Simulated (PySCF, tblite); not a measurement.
**C₃H₁₃ClSi₄: geometry, infrared bands and NMR shifts**

Wanted: the infrared bands and NMR shifts of C₃H₁₃ClSi₄ (`C[C@@H]1[SiH2][SiH2][Si@@H](CCl)[SiH2]1`), by calculation.

Programs: tblite 0.8.0 and PySCF 2.14.0, with density-fitted response routines of our own. Each step states its level of theory. These are calculated values for one molecule in the gas phase, unless marked as measured. Atoms count from 0, in the outputs and in this text.

## Step 1: Starting geometry

21 atoms, charge 0, multiplicity 1; geometry from: force field or distance geometry start.

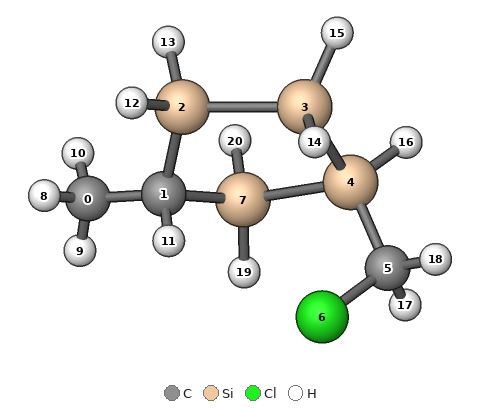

The starting geometry (carbon grey, silicon light orange, chlorine green, hydrogen white), atoms numbered; sticks join atoms by distance.

## Step 2: Optimising the geometry with GFN2-xTB

What the job is given:

```
{"job": {"kind": "relax", "xc": "GFN2-xTB", "basis": "xTB"}, "charge": 0, "multiplicity": 1}
C     -2.506200    -1.001100     1.178800
C     -1.288600    -0.265200     0.622600
Si    -1.521200     0.497800    -1.075900
Si     0.520900     1.339000    -1.809500
Si     1.891800    -0.081600    -0.576100
C      2.904700     0.817900     0.636200
Cl     1.918300     1.806300     1.730300
Si     0.248500    -1.361500     0.424400
H     -3.358900    -0.315300     1.281500
H     -2.316300    -1.421300     2.175400
H     -2.835300    -1.824200     0.527400
H     -1.035100     0.532600     1.333600
H     -2.547200     1.589000    -1.001500
H     -2.003200    -0.537400    -2.033300
H      0.726600     2.757500    -1.396600
H      0.708200     1.162100    -3.255700
H      2.738700    -0.914100    -1.480200
H      3.489100     0.127500     1.263100
H      3.619600     1.498500     0.160800
H      0.720200    -1.869600     1.740500
H     -0.083500    -2.519900    -0.446300
```

Launch:

```console
$ OMP_NUM_THREADS=1 python probes_run.py task.json out
```

This one command runs all jobs of the session in turn.

Output:

```text
step      E/eV     max force
  0    -665.24358    2.757
  1    -665.41563    0.761
  2    -665.45911    0.326
  3    -665.48474    0.417
  4    -665.50828    0.407
  5    -665.53791    0.503
  6    -665.56242    0.448
  7    -665.58324    0.294
  8    -665.59637    0.243
  9    -665.60551    0.227
 10    -665.61294    0.190
 11    -665.61810    0.185
 12    -665.62166    0.152
 13    -665.62439    0.107
 14    -665.62668    0.138
 15    -665.62867    0.114
 16    -665.63025    0.094
 17    -665.63141    0.074
 18    -665.63244    0.089
 19    -665.63357    0.105
 20    -665.63463    0.085
 21    -665.63538    0.056
 22    -665.63594    0.052
 23    -665.63649    0.067
 24    -665.63705    0.064
 25    -665.63752    0.047
 26    -665.63785    0.041
 27    -665.63812    0.042
 28    -665.63841    0.053
 29    -665.63868    0.043
 30    -665.63889    0.033
 31    -665.63908    0.031
 32    -665.63937    0.048
 33    -665.63985    0.075
 34    -665.64057    0.084
 35    -665.64142    0.084
 36    -665.64214    0.066
 37    -665.64262    0.052
 38    -665.64295    0.047
 39    -665.64320    0.038
 40    -665.64338    0.029
 41    -665.64355    0.037
 42    -665.64378    0.047
 43    -665.64409    0.050
 44    -665.64439    0.040
 45    -665.64460    0.046
 46    -665.64475    0.043
 47    -665.64495    0.041
 48    -665.64528    0.058
 49    -665.64571    0.056
 50    -665.64610    0.038
 51    -665.64636    0.030
 52    -665.64653    0.026
 53    -665.64670    0.029
 54    -665.64690    0.026
 55    -665.64706    0.022
 56    -665.64720    0.027
 57    -665.64738    0.028
 58    -665.64762    0.038
 59    -665.64790    0.034
 60    -665.64814    0.028
 61    -665.64829    0.026
 62    -665.64841    0.023
 63    -665.64852    0.024
 64    -665.64863    0.026
 65    -665.64872    0.032
 66    -665.64880    0.025
 67    -665.64888    0.020
 68    -665.64894    0.017
 69    -665.64899    0.021
 70    -665.64904    0.025
 71    -665.64909    0.024
 72    -665.64918    0.025
 73    -665.64928    0.022
 74    -665.64937    0.020
 75    -665.64942    0.019
 76    -665.64947    0.018
 77    -665.64953    0.020
 78    -665.64957    0.016
 79    -665.64960    0.012
 80    -665.64963    0.010
```

It took 1.1 s on 1 thread of Intel Xeon 6975P-C, shared host; peak memory 0.18 GiB.

Relaxation path: (not every step is listed)

```tsv
step	energy from step 0 (eV)	largest force (eV/Å)
0	0.0000	2.7572
1	-0.1721	0.7610
2	-0.2155	0.3264
3	-0.2412	0.4168
4	-0.2647	0.4069
5	-0.2943	0.5030
6	-0.3188	0.4478
7	-0.3397	0.2941
8	-0.3528	0.2430
14	-0.3831	0.1382
20	-0.3911	0.0848
26	-0.3943	0.0405
32	-0.3958	0.0480
38	-0.3994	0.0472
44	-0.4008	0.0397
50	-0.4025	0.0384
56	-0.4036	0.0273
62	-0.4048	0.0229
68	-0.4054	0.0169
74	-0.4058	0.0195
75	-0.4058	0.0194
76	-0.4059	0.0177
77	-0.4060	0.0204
78	-0.4060	0.0157
79	-0.4060	0.0124
80	-0.4061	0.0099
```

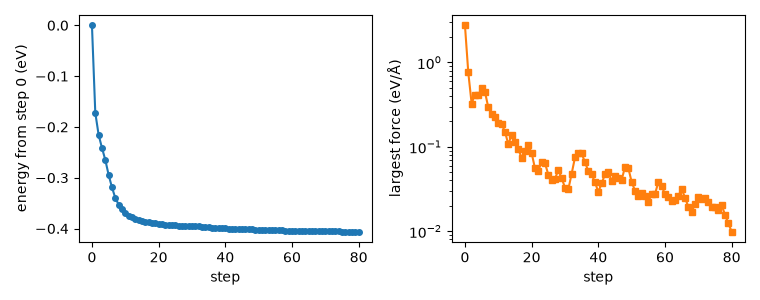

Energy and largest force along the relaxation.

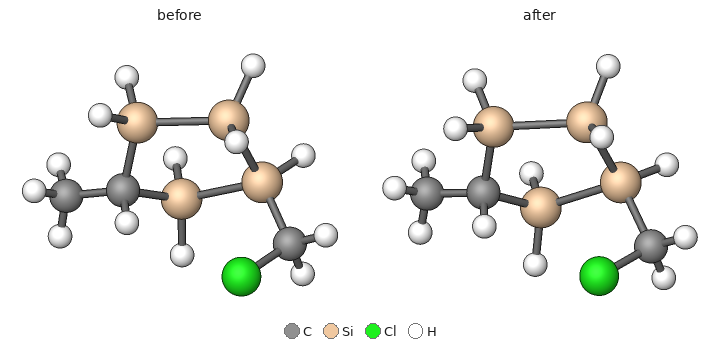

The geometry before (left) and after (right).

Close pairs (by a distance rule), those that changed most:

```tsv
bond	before (Å)	after (Å)	change (Å)
Si4–C5	1.818	1.925	+0.107
C1–Si2	1.876	1.922	+0.046
Si2–H12	1.500	1.471	-0.029
C1–Si7	1.898	1.922	+0.023
Si3–H14	1.492	1.469	-0.023
Si4–Si7	2.311	2.332	+0.022
Si2–H13	1.490	1.472	-0.018
Si7–H19	1.488	1.470	-0.018
```

The final coordinates are the input of the step that follows.

## Step 3: Vibrational analysis with GFN2-xTB

What the job is given:

```
{"job": {"kind": "ir", "xc": "GFN2-xTB", "basis": "xTB"}, "charge": 0, "multiplicity": 1}
C     -2.486485    -1.071743     1.045152
C     -1.253486    -0.294825     0.594044
Si    -1.587216     0.672815    -1.032988
Si     0.502297     1.321298    -1.828871
Si     1.876246    -0.162054    -0.640130
C      2.959969     0.825013     0.607458
Cl     1.872269     1.776915     1.655701
Si     0.309389    -1.412352     0.552315
H     -3.352167    -0.416654     1.137482
H     -2.319946    -1.547019     2.011340
H     -2.731259    -1.849864     0.325024
H     -1.054106     0.466758     1.357463
H     -2.563882     1.731618    -0.736830
H     -2.278449    -0.242703    -1.955661
H      0.823903     2.739499    -1.623557
H      0.607629     1.154987    -3.285955
H      2.898556    -0.941129    -1.367247
H      3.548198     0.190884     1.266637
H      3.630083     1.536189     0.130557
H      0.632506    -1.801974     1.932204
H     -0.042972    -2.658716    -0.144611
```

Output:

```text
mode    cm-1     km/mol
  1      32.7      0.61
  2      43.0      0.60
  3      66.1      0.12
  4      84.7      0.19
  5     134.1      1.07
  6     175.7      2.72
  7     208.6      7.10
  8     223.4      0.11
  9     232.4      6.15
 10     245.9      4.29
 11     286.6      3.52
 12     329.6     15.00
 13     381.1      7.75
 14     398.7     22.92
 15     410.0     28.77
 16     431.3     46.83
 17     448.6      6.79
 18     477.4     95.64
 19     496.9     29.49
 20     516.8     15.36
 21     540.0      6.22
 22     569.7    130.00
 23     586.2     44.32
 24     639.3     49.58
 25     646.5    220.73
 26     690.9    458.68
 27     703.5    130.44
 28     715.0    125.19
 29     745.3     48.61
 30     767.5     34.17
 31     799.9    245.75
 32     805.2    283.02
 33     834.7    169.86
 34     988.6     13.70
 35    1050.2      4.11
 36    1082.7     25.26
 37    1092.3      5.68
 38    1143.6     12.40
 39    1184.2      3.71
 40    1272.1      2.90
 41    1423.2      0.36
 42    1442.8      7.00
 43    1513.2      0.89
 44    1516.2      3.87
 45    2107.7    303.12
 46    2158.4     37.08
 47    2169.8     35.69
 48    2178.9    622.35
 49    2185.2    310.30
 50    2190.6    237.13
 51    2191.9    618.75
 52    2898.9     44.41
 53    2988.2      8.30
 54    2992.1      3.23
 55    2994.5     38.35
 56    3004.3     41.95
 57    3023.6     24.49
```

Wall time 1.5 s (1 thread of Intel Xeon 6975P-C, shared host); peak memory 0.18 GiB.

Which atoms move in the most intense modes:

```tsv
cm⁻¹	km/mol	atoms
691	458.7	H12 15 %, H13 13 %, C5 12 %, Si4 10 %
800	245.8	H19 37 %, H20 35 %, H12 10 %, H13 10 %
805	283.0	H12 27 %, H13 27 %, H14 11 %, H15 11 %
2108	303.1	H16 96 %
2179	622.4	H20 29 %, H15 25 %, H13 17 %, H19 12 %
2185	310.3	H12 76 %
2191	237.1	H19 58 %, H14 25 %, H20 10 %
2192	618.8	H14 51 %, H20 25 %, H19 12 %
```

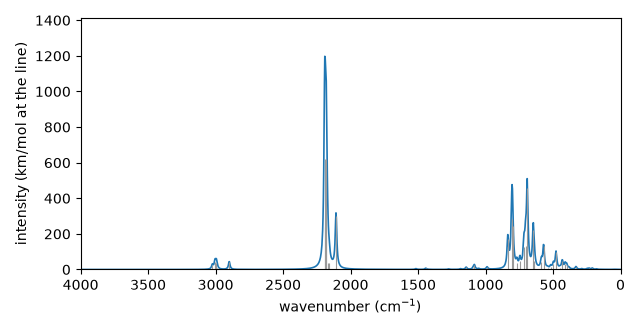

The infrared spectrum from these modes, unscaled. Lines are broadened to a width of 14 cm⁻¹ (Lorentzian).

## Step 4: Shielding tensors: PBE0/pcSseg-1

The job, as its differences from that of step 3:

```diff
@@ -1,2 +1,2 @@
-{"job": {"kind": "ir", "xc": "GFN2-xTB", "basis": "xTB"}, "charge": 0, "multiplicity": 1}
+{"job": {"kind": "nmr", "xc": "PBE0", "basis": "pcSseg-1"}, "charge": 0, "multiplicity": 1}
 C     -2.486485    -1.071743     1.045152
```

Level: GIAO PBE0/pcSseg-1 NMR shielding, non-relativistic, gas phase.

Output:

```text
coarse grid: 19440 points
cycle   1  E = -1739.3751425827  dE =  3.819e-01  |g| = 3.954e-01  |ddm| = 4.139e+00
cycle   2  E = -1739.3494648064  dE =  2.568e-02  |g| = 4.953e-01  |ddm| = 9.347e-01
cycle   3  E = -1739.4168751913  dE = -6.741e-02  |g| = 6.189e-02  |ddm| = 6.028e-01
cycle   4  E = -1739.4177987396  dE = -9.235e-04  |g| = 2.223e-02  |ddm| = 9.123e-02
cycle   5  E = -1739.4179141228  dE = -1.154e-04  |g| = 6.070e-03  |ddm| = 2.955e-02
cycle   6  E = -1739.4179237230  dE = -9.600e-06  |g| = 1.548e-03  |ddm| = 8.327e-03
final grid: 162912 points
cycle   7  E = -1739.4613534492  dE = -3.014e-05  |g| = 8.166e-03  |ddm| = 2.635e-02
cycle   8  E = -1739.4613395337  dE =  1.392e-05  |g| = 1.072e-02  |ddm| = 1.674e-02
cycle   9  E = -1739.4613697173  dE = -3.018e-05  |g| = 9.099e-04  |ddm| = 1.033e-02
cycle  10  E = -1739.4613698800  dE = -1.627e-07  |g| = 2.699e-04  |ddm| = 1.181e-03
cycle  11  E = -1739.4613698978  dE = -1.777e-08  |g| = 4.021e-05  |ddm| = 2.533e-04
cycle  12  E = -1739.4613698981  dE = -3.738e-10  |g| = 1.386e-05  |ddm| = 7.473e-05
converged SCF energy = -1739.4613698981

GIAO shielding tensors (ppm)
atom      isotropic    diamagn.    paramagn.     s11        s22        s33       span
  0 C      167.681     242.863     -75.182    154.966    160.573    187.505     32.539
  1 C      180.097     256.496     -76.399    167.606    175.035    197.650     30.044
  2 Si     406.413     880.688    -474.275    359.281    383.045    476.914    117.634
  3 Si     469.558     881.029    -411.471    450.137    460.989    497.547     47.410
  4 Si     407.749     880.938    -473.190    360.321    423.141    439.783     79.462
  5 C      154.415     253.427     -99.012    132.816    140.501    189.928     57.112
  6 Cl     902.716    1149.188    -246.472    808.434    825.357   1074.355    265.921
  7 Si     406.618     881.198    -474.580    364.448    382.383    473.022    108.574
  8 H       29.986      27.829       2.157     24.291     27.731     37.935     13.644
  9 H       29.945      28.085       1.860     24.155     27.949     37.731     13.576
 10 H       30.569      28.744       1.826     26.508     28.187     37.013     10.504
 11 H       30.878      33.727      -2.849     26.220     30.204     36.209      9.989
 12 H       27.435      29.485      -2.050     23.765     25.042     33.498      9.734
 13 H       27.912      29.990      -2.077     24.210     26.105     33.422      9.212
 14 H       28.054      29.507      -1.454     23.969     26.182     34.010     10.042
 15 H       28.214      29.328      -1.114     24.291     25.130     35.222     10.932
 16 H       27.288      30.123      -2.835     23.333     24.567     33.963     10.630
 17 H       28.465      30.178      -1.713     23.057     26.671     35.668     12.611
 18 H       28.491      29.691      -1.201     23.036     26.750     35.686     12.649
 19 H       27.479      30.201      -2.722     24.171     25.280     32.986      8.815
 20 H       27.975      30.553      -2.578     24.431     25.962     33.533      9.102
```

It took 39 s on 1 thread of Intel Xeon 6975P-C, shared host; peak memory 1 GiB.

Shifts follow as δ = σ(reference) − σ, with reference shieldings (ppm) from runs at the same level and on the same kind of geometry: 1H TMS 31.72, 13C TMS 186.9, 29Si TMS 349.2, 35Cl HCl 950. The references are single molecules in the gas phase. Atoms listed in one row are averaged.

```tsv
atoms	environment	σ (ppm)	δ (ppm)	δ scaled to CDCl3
C5	sp3 CH2 bonded to Cl and Si	154.4	32.5	29.8
C0	methyl carbon	167.7	19.2	16.9
C1	sp3 CH bonded to 2 Si	180.1	6.8	4.7
H16	hydrogen on a silicon bonded to C, 2 Si, in a 5-membered ring	27.29	4.43	–
H12	hydrogen on a silicon bonded to C, Si, in a 5-membered ring	27.43	4.28	–
H19	hydrogen on a silicon bonded to C, Si, in a 5-membered ring	27.48	4.24	–
H13	hydrogen on a silicon bonded to C, Si, in a 5-membered ring	27.91	3.80	–
H20	hydrogen on a silicon bonded to C, Si, in a 5-membered ring	27.98	3.74	–
H14	hydrogen on a silicon bonded to 2 Si, in a 5-membered ring	28.05	3.66	–
H15	hydrogen on a silicon bonded to 2 Si, in a 5-membered ring	28.21	3.50	–
H17	hydrogen on an sp3 CH2 bonded to Cl and Si	28.47	3.25	3.17
H18	hydrogen on an sp3 CH2 bonded to Cl and Si	28.49	3.23	3.15
H8, H9, H10	hydrogen on a methyl carbon	30.17	1.55	1.57
H11	hydrogen on an sp3 CH bonded to 2 Si	30.88	0.84	0.90
Si2	silicon bonded to C, Si, 2 H, in a 5-membered ring	406.4	-57.3	–
Si7	silicon bonded to C, Si, 2 H, in a 5-membered ring	406.6	-57.5	–
Si4	silicon bonded to C, 2 Si, H, in a 5-membered ring	407.7	-58.6	–
Si3	silicon bonded to 2 Si, 2 H, in a 5-membered ring	469.6	-120.4	–
Cl6	chlorine bonded to C	903	47	–
```

The scaled column applies a straight-line fit of computed shieldings to shifts measured in CDCl3, with any fitted terms for Cl, Br or S neighbours (root-mean-square error 0.16 ppm for H, 1.9 ppm for C).

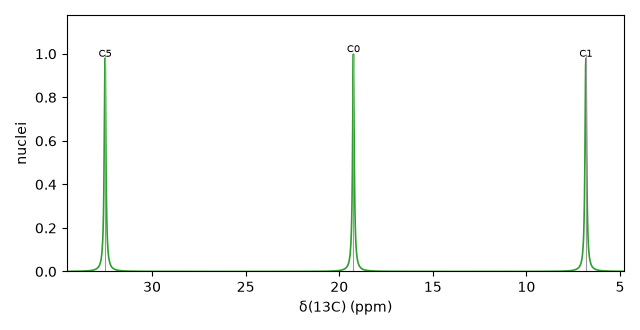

13C lines at the computed shifts, without couplings. Lines are broadened to a width of 0.10 ppm (Lorentzian).

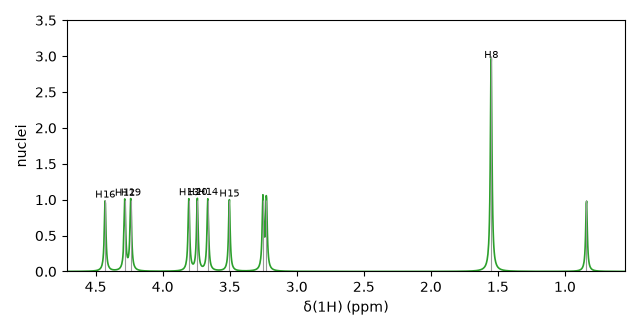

1H lines at the computed shifts, without couplings. Lines are broadened to a width of 0.01 ppm (Lorentzian).

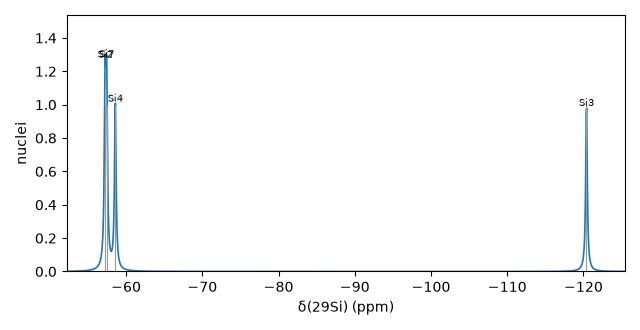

29Si lines at the computed shifts, without couplings. Lines are broadened to a width of 0.25 ppm (Lorentzian).

Charges from the same density, by scheme (e):

```tsv
atoms	Mulliken	IAO	Hirshfeld	ESP fit
C0	-0.22	-0.40	-0.12	-0.52
C1	-0.86	-0.61	-0.19	-0.05
Si2	0.38	0.45	0.24	0.19
Si3	0.05	0.14	0.14	0.05
Si4	0.11	0.32	0.17	0.19
C5	-0.46	-0.50	-0.12	-0.39
Cl6	-0.16	-0.11	-0.05	-0.16
Si7	0.42	0.44	0.22	0.17
```

Hirshfeld charges:

C0 -0.12; C1 -0.19; Si2 0.24; Si3 0.14; Si4 0.17; C5 -0.12; Cl6 -0.05; Si7 0.22; H8 0.04; H9 0.04; H10 0.04; H11 0.03; H12 -0.08; H13 -0.08; H14 -0.07; H15 -0.08; H16 -0.07; H17 0.05; H18 0.05; H19 -0.07; H20 -0.08

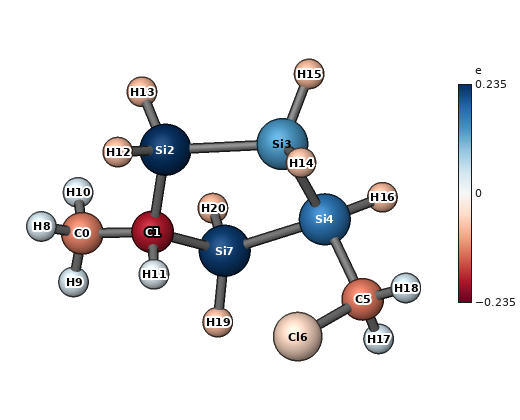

Hirshfeld charges, as colours on the atoms.

Mayer bond orders: C0–C1 1.03, C1–Si2 0.89, Si2–Si3 0.89, Si3–Si4 0.85, Si4–C5 0.85, C5–Cl6 0.94, Si4–Si7 0.87, Si7–C1 0.87.

Ring of atoms C1, Si2, Si3, Si4, Si7: NICS(0) -2.8, NICS(1) -2.7, NICS(1)zz 0.8 ppm (means of both faces).

## Step 5: Summary of results

| quantity | value |
| --- | --- |
| strongest single infrared mode (GFN2-xTB) | 2179 cm⁻¹, 622 km/mol |
| zero-point energy (GFN2-xTB) | 87.9 kcal/mol |
| 13C shifts against TMS (PBE0/pcSseg-1) | 32.5, 19.2, 6.8 ppm |
| 1H shifts against TMS (PBE0/pcSseg-1, means over atoms taken as alike) | 4.43, 4.28, 4.24, 3.80, 3.74, 3.66, 3.50, 3.25, 3.23, 1.55, 0.84 ppm |
| 29Si shifts against TMS (PBE0/pcSseg-1) | -57.3, -57.5, -58.6, -120.4 ppm |
| 35Cl shifts against HCl (PBE0/pcSseg-1) | 47 ppm |

Relaxing lowered the energy by 0.406 eV in 80 steps; the close pair that moved most is Si4–C5, from 1.818 to 1.925 Å. All 57 modes are real, so the xTB geometry is a minimum. The strongest single mode, at 2179 cm⁻¹, is carried by H20, H15, H13, H19. Unscaled tight-binding wavenumbers are off by several per cent, some by more. Its intensities can rank the bands wrongly. C5 (sp3 CH2 bonded to Cl and Si) lies farthest downfield among carbon, at 32.5 ppm; pulled downfield by the heteroatom. At PBE0/pcSseg-1: The largest span, 266 ppm, is at Cl6, where the paramagnetic term is -246 ppm.
